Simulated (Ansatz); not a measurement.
Consider CH6OSi (charge +1, doublet).

| atom | x (Å) | y (Å) | z (Å) |
| --- | --- | --- | --- |
| C | 1.0168 | -1.2139 | -1.7654 |
| O | 2.0470 | -0.3831 | 0.8570 |
| Si | 1.8487 | 0.2269 | -0.9370 |
| H | 0.0940 | -1.4793 | -1.2208 |
| H | 1.6711 | -2.0951 | -1.8509 |
| H | 0.7430 | -0.9002 | -2.7877 |
| H | 1.0149 | 1.4125 | -0.5953 |
| H | 2.4743 | -1.2275 | 1.0971 |
| H | 2.0621 | 0.2238 | 1.6223 |

Geometry: B3LYP-D3(BJ)/def2-SVP.

Method: Ansatz, isolated molecule in a Gaussian basis; Kohn-Sham density functional theory, functional PBE0.

### What can the converged electron density, electron localisation function and spin density tell about the bonding?

C–Si (1.86 Å): the density is about 0.98 e/Å³ at the midpoint; the ELF peaks at about 0.95 between the atoms (a shared electron pair).
Si–O (1.91 Å): ρ is about 0.62 e/Å³ halfway, with its minimum of 0.49 e/Å³ about 0.8 Å from Si; the ELF peaks at about 0.90 between the atoms, as expected for a polar covalent bond.
C–H (1.10 Å): the density is about 1.9 e/Å³ at the midpoint; the ELF climbs to about 1 towards the hydrogen, as it does in any bond to H; a covalent bond by its length.
The unpaired spin (1 electron) lies mostly on Si3 (about 0.8) and C1 (about 0.1), in electrons by Hirshfeld's partition.

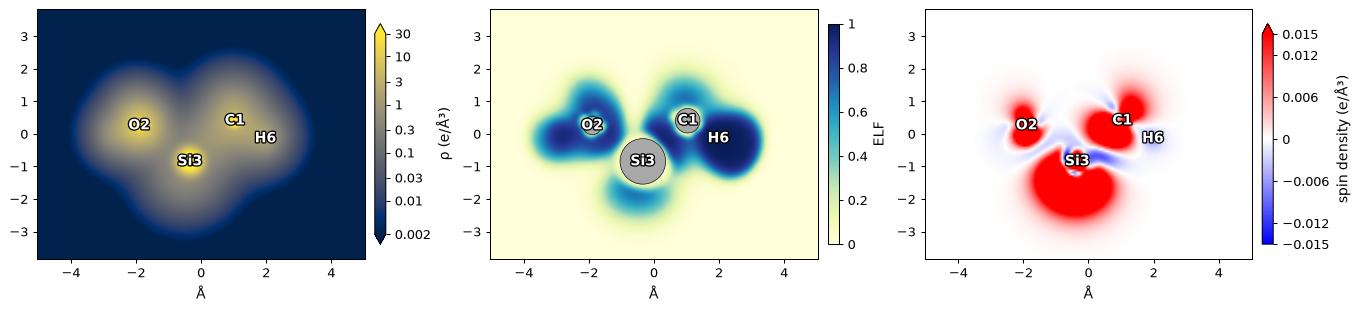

Computed electron density, electron localisation function and spin density on the plane of atoms C1, Si3 and O2, in this order. Grey discs cover the atomic cores in the ELF map. 
